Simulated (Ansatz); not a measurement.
## Electronic structure of H4NOSb (SMILES [NH2][SbH][OH]) in real space

```yaml
atoms:
  - { symbol: N, position_ang: [-1.1590, 0.1996, -0.8220] }
  - { symbol: Sb, position_ang: [-0.1421, -0.1269, 0.9588] }
  - { symbol: O, position_ang: [1.2251, -1.4443, 0.2230] }
  - { symbol: H, position_ang: [-2.1228, -0.1421, -0.8529] }
  - { symbol: H, position_ang: [-1.1145, 1.1490, -1.2005] }
  - { symbol: H, position_ang: [0.8005, 1.3182, 0.6578] }
  - { symbol: H, position_ang: [1.4664, -1.1893, -0.6885] }
```

Core potentials replace the inner electrons of Sb.

All numbers below come from RKS PBE/def2-SVPD in Ansatz.

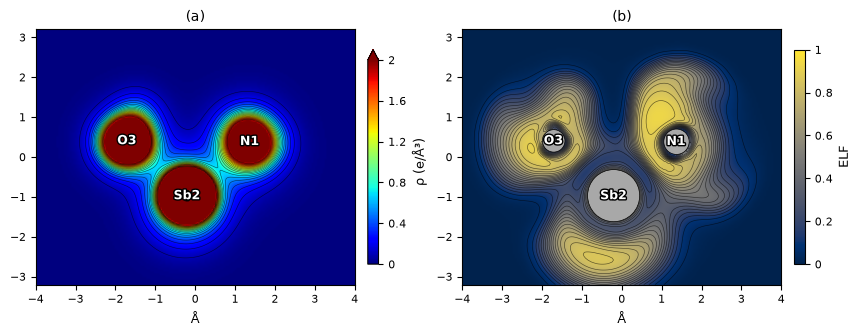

Figure 1. (a) electron density; (b) ELF on the plane of atoms N1, Sb2 and O3. Grey discs cover the atomic cores in the ELF map.

**Read the bonding off the picture.**

- The plane passes through N, Sb and O nuclei.
- Sb–O (2.04 Å): ρ at the midpoint is about 0.68 e/Å³; the ELF peaks at about 0.85 in the valence shell of O, 0.6 Å from its nucleus, and drops to about 0.15 between the two atoms.
- Sb–N (2.08 Å): ρ at the midpoint is about 0.7 e/Å³; the ELF peaks at about 0.85 in the valence shell of N, 0.6 Å from its nucleus, and drops to about 0.15 between the two atoms.
- The ELF also peaks beside Sb2, O3 and N1, away from the bonds: lone-pair regions.

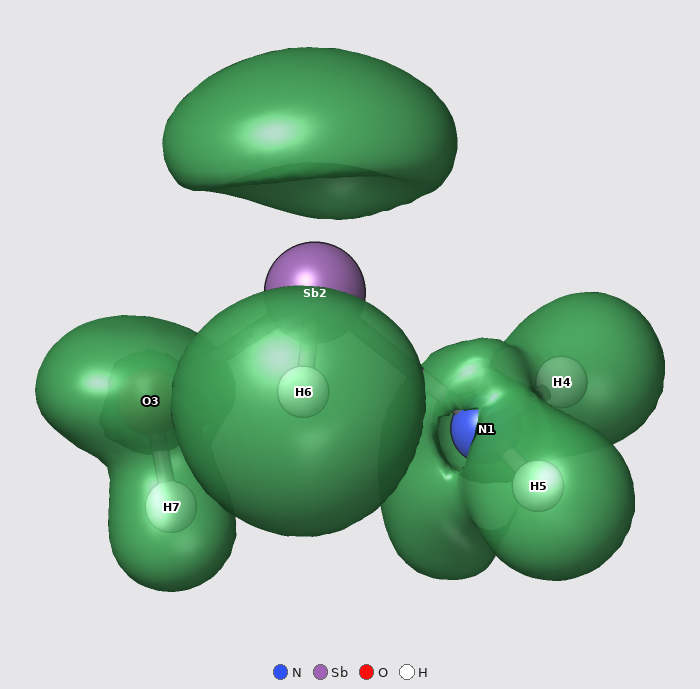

Figure 2. Isosurface of the electron localisation function at 0.75 (green), seen from one side. Core shells and regions of very low density are left out.

**Describe the localisation domains.**

The ELF exceeds this value in one region around a hydrogen nucleus, one lobe on Sb, pointing away from the bonds (lone pairs), one joined region spread over several atoms (H, N), in which their bonds and any lone pairs are merged and one joined region spread over several atoms (H, O), in which their bonds and any lone pairs are merged.

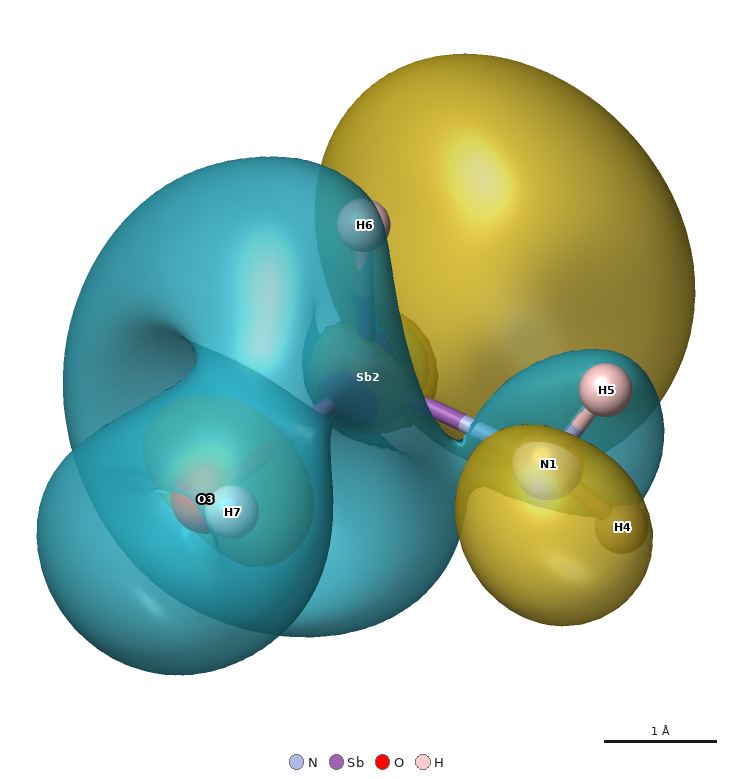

Figure 3. The LUMO at ±0.05 Å⁻³ᐟ² (yellow and cyan are the two phases), seen across its widest extent.

**What is the character of this orbital?**

It lies mainly on Sb2 (about 65 %), O3 (about 15 %) and N1 (about 10 %). Its energy is −1.61 eV.
